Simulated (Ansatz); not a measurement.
A series of calculations on GaN2H6OBr

## 1. Relaxation

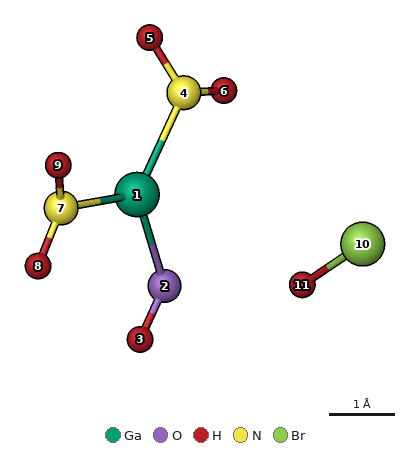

Starting structure of GaN2H6OBr. A ball-and-stick model, seen at a tilt.

The run prepares an end point of a later path (reaction) calculation, from a guessed geometry.

Method: RKS PBE0-D4/def2-SVP in Ansatz.

Input
```yaml
crystal:
  periodic: [false, false, false]
  atoms:
    - { symbol: Ga, position_ang: [-0.117227, -0.118802, -0.085341] }
    - { symbol: O, position_ang: [-0.130257, -0.20378, 1.710969] }
    - { symbol: H, position_ang: [-0.998393, -0.355154, 2.097205] }
    - { symbol: "N", position_ang: [1.472824, 0.222458, -0.870763] }
    - { symbol: H, position_ang: [1.721123, -0.223974, -1.745995] }
    - { symbol: H, position_ang: [2.287606, 0.363326, -0.286018] }
    - { symbol: "N", position_ang: [-1.645246, -0.459925, -0.995324] }
    - { symbol: H, position_ang: [-2.537334, -0.599185, -0.538305] }
    - { symbol: H, position_ang: [-1.768841, -0.142657, -1.948666] }
    - { symbol: Br, position_ang: [0.550079, 3.17585, 1.26514] }
    - { symbol: H, position_ang: [0.437366, 1.893843, 2.037897] }
basis:
  gaussian: { orbitals: def2-SVP }
hamiltonian:
  xc: pbe0
  dispersion: d4
relax:
  f_tol: 0.03
  max_steps: 50
```

Run as
```bash
ansatz run input.yaml --threads 4 --pin off --max-ram 5120MiB --backend cpu --events-out ev --progress --plain --runs-dir out
```

**Where does the relaxation end?**

The atom that moves furthest after the best rigid fit is H11 (1.49 Å). By element the largest moves are H 1.49 Å, Br 0.99 Å, Ga 0.85 Å, N 0.70 Å, O 0.16 Å. Near-neighbour distances that change, for instance: Br10–H11 1.501 → 3.031 Å, Ga1–Br10 3.623 → 2.339 Å, O2–H11 2.198 → 0.968 Å, Ga1–O2 1.798 → 2.117 Å. New bonds form, among them: Ga1–Br10 (3.62 → 2.34 Å), O2–H11 (2.20 → 0.97 Å). Bonds break, among them: Br10–H11 (1.50 → 3.03 Å). Bond angles that change, for instance: O2–Ga1–N7 119.1° → 82.9°, Ga1–O2–H3 114.5° → 83.7°, O2–Ga1–N4 116.7° → 107.2°. After 34 accepted moves (37 points after the start) the energy has fallen by 139.4 kJ/mol. Largest force component: 1.2 eV/Å at the start, 0.027 eV/Å at the end. The line search rejected the trial steps at points 6, 21, 28 of the run. The forces were under the threshold at step 33, but the run went on from there.

History of the run:

```json
{"step": "0", "E − E(0), kJ/mol": "0.00", "largest force component, eV/Å": "1.1727", "note": ""}
{"step": "1", "E − E(0), kJ/mol": "-11.86", "largest force component, eV/Å": "0.3454", "note": ""}
{"step": "2", "E − E(0), kJ/mol": "-16.96", "largest force component, eV/Å": "0.3709", "note": ""}
{"step": "3", "E − E(0), kJ/mol": "-19.57", "largest force component, eV/Å": "0.2361", "note": ""}
{"step": "4", "E − E(0), kJ/mol": "-20.40", "largest force component, eV/Å": "0.1059", "note": ""}
{"step": "5", "E − E(0), kJ/mol": "-20.93", "largest force component, eV/Å": "0.2968", "note": ""}
{"step": "6", "E − E(0), kJ/mol": "-20.58", "largest force component, eV/Å": "0.7298", "note": "rejected"}
{"step": "7", "E − E(0), kJ/mol": "-22.33", "largest force component, eV/Å": "0.1670", "note": ""}
{"step": "8", "E − E(0), kJ/mol": "-23.39", "largest force component, eV/Å": "0.1684", "note": ""}
{"step": "9", "E − E(0), kJ/mol": "-23.87", "largest force component, eV/Å": "0.2214", "note": ""}
{"step": "10", "E − E(0), kJ/mol": "-24.23", "largest force component, eV/Å": "0.2045", "note": ""}
{"step": "11", "E − E(0), kJ/mol": "-24.49", "largest force component, eV/Å": "0.2359", "note": ""}
{"step": "13", "E − E(0), kJ/mol": "-25.66", "largest force component, eV/Å": "0.2620", "note": ""}
{"step": "14", "E − E(0), kJ/mol": "-27.50", "largest force component, eV/Å": "0.3248", "note": ""}
{"step": "16", "E − E(0), kJ/mol": "-47.19", "largest force component, eV/Å": "1.2648", "note": ""}
{"step": "17", "E − E(0), kJ/mol": "-68.61", "largest force component, eV/Å": "4.4504", "note": ""}
{"step": "19", "E − E(0), kJ/mol": "-121.17", "largest force component, eV/Å": "1.1026", "note": ""}
{"step": "20", "E − E(0), kJ/mol": "-129.64", "largest force component, eV/Å": "0.4122", "note": ""}
{"step": "21", "E − E(0), kJ/mol": "-127.68", "largest force component, eV/Å": "1.2098", "note": "rejected"}
{"step": "23", "E − E(0), kJ/mol": "-134.01", "largest force component, eV/Å": "0.2644", "note": ""}
{"step": "24", "E − E(0), kJ/mol": "-135.74", "largest force component, eV/Å": "0.2777", "note": ""}
{"step": "26", "E − E(0), kJ/mol": "-138.15", "largest force component, eV/Å": "0.3064", "note": ""}
{"step": "27", "E − E(0), kJ/mol": "-138.44", "largest force component, eV/Å": "0.3003", "note": ""}
{"step": "28", "E − E(0), kJ/mol": "-137.07", "largest force component, eV/Å": "0.4346", "note": "rejected"}
{"step": "30", "E − E(0), kJ/mol": "-139.07", "largest force component, eV/Å": "0.0885", "note": ""}
{"step": "31", "E − E(0), kJ/mol": "-139.20", "largest force component, eV/Å": "0.1139", "note": ""}
{"step": "33", "E − E(0), kJ/mol": "-139.36", "largest force component, eV/Å": "0.0286", "note": ""}
{"step": "34", "E − E(0), kJ/mol": "-139.39", "largest force component, eV/Å": "0.1010", "note": ""}
{"step": "36", "E − E(0), kJ/mol": "-139.42", "largest force component, eV/Å": "0.0134", "note": ""}
{"step": "37", "E − E(0), kJ/mol": "-139.43", "largest force component, eV/Å": "0.0273", "note": ""}
```

Final geometry:

```xyz
11

Ga    0.1443    0.6905   -0.1432
O    -0.0965   -0.0845    1.8123
H    -0.9787   -0.3761    1.4710
N     1.6819   -0.0310   -0.8252
H     1.6516   -0.2912   -1.8073
H     2.5406    0.4849   -0.6569
N    -1.5361   -0.0947   -0.4098
H    -2.2868    0.5495   -0.6472
H    -1.5824   -0.8786   -1.0567
Br    0.0051    2.9421    0.4754
H    -0.2713    0.6411    2.4283
```

After the run, drawn alike:

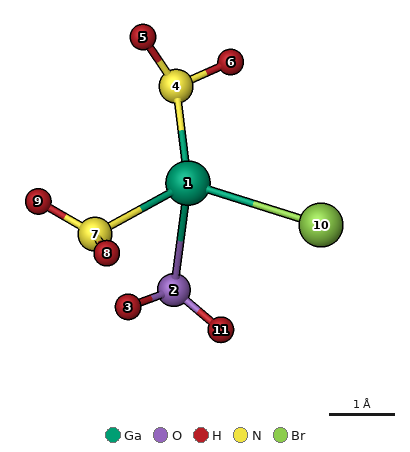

## 2. Relaxation

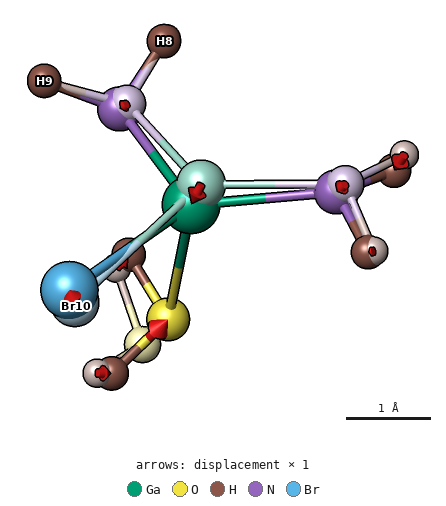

A relaxation of GaN₂H₆OBr. The starting structure is drawn faded, the final one solid; red arrows show the displacements, at their true length. The two geometries are superimposed by the best rigid fit.

The picture is a ball-and-stick view, seen at a tilt.

The run prepares an end point of a later path (reaction) calculation, from a guessed geometry.

Computed with RKS PBE0-D4/def2-SVP in Ansatz 0.2.0. Settings: no spin polarisation; force threshold 0.03 eV/Å; at most 50 steps.

Which element moves most?

Oxygen: up to 0.58 Å, against 0.30 Å for gallium.

What did the optimiser do to the structure, and how much energy did it gain?

After 10 geometry steps the energy has fallen by 9.71 kcal/mol. The largest force component goes from 0.99 to 0.016 eV/Å. The O atom moves most after the best rigid fit: 0.58 Å. By element the largest moves are O 0.58 Å, Ga 0.30 Å, H 0.30 Å, Br 0.23 Å, N 0.19 Å. Near-neighbour distances that change, for instance: Ga–O 2.974 → 2.150 Å, Ga–H 2.642 → 2.245 Å, Br–Ga 2.392 → 2.326 Å, Ga–N 1.827 → 1.878 Å. New bonds form, among them: Ga–O (2.97 → 2.15 Å). Among the angles between lasting bonds that change: N–Ga–N 131.2° → 124.3°, H–O–H 101.5° → 106.6°, N–Ga–Br 110.6° → 113.4°. Cost: 33 s on 4 threads of Arm Neoverse V2, on a shared host, peak memory 0.41 GiB.

## 3. Path

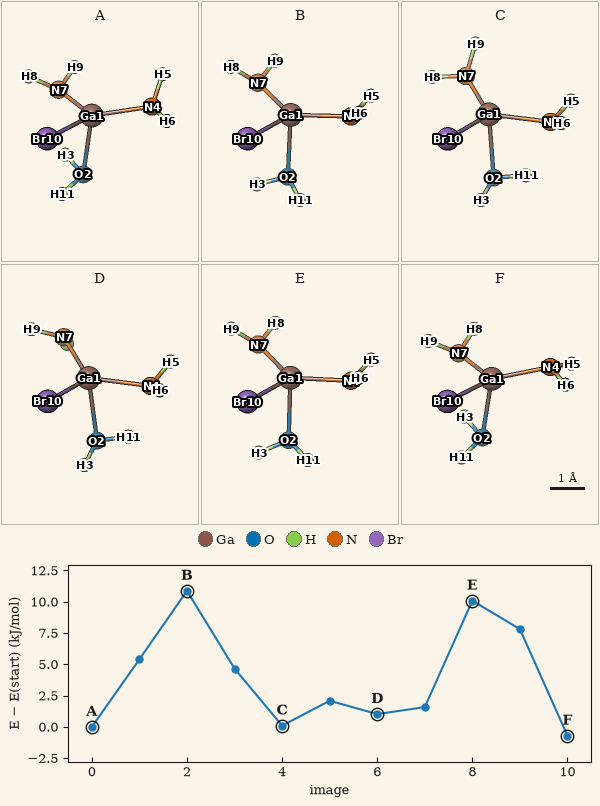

A search for the minimum-energy path of GaN2H6OBr by the nudged elastic band. Images are numbered from 0 (start) to 10 (end). Frames A to F are images 0, 2, 4, 6, 8, 10. The picture is a ball-and-stick view, seen at a tilt.

Theory: Ansatz, RKS PBE0-D4/def2-SVP. Set-up: 9 movable images; climbing image; force threshold 0.05 eV/Å; iteration limit 60; starting path through a guess of the saddle point.

### Describe the mechanism and the energy profile.

Forward barrier 10.9 kJ/mol, backward barrier 11.6 kJ/mol, with image 2 at the top; the reaction energy is −0.7 kJ/mol. The profile has 3 maxima (images 2, 5, 8) with a dip at image 4, 6 (+0.1 kJ/mol, +1.0 kJ/mol), so the process runs in steps. The path has more than one stage, and so few images may leave a stage unresolved. No bond forms or breaks between the ends. Among the angles between lasting bonds that change up to the highest image: Ga1–O2–H3 83.7° → 108.8°, O2–Ga1–N7 82.9° → 96.2°. The band converged in 46 iterations. The largest component of the band force went from 63 to 0.039 eV/Å. The climbing image converged on the top of the path. Its vibrational analysis gives one imaginary mode (150i cm⁻¹), as a transition state must have.

The run took 18 min on 4 threads of Arm Neoverse V2 (shared host), peak memory 0.42 GiB.
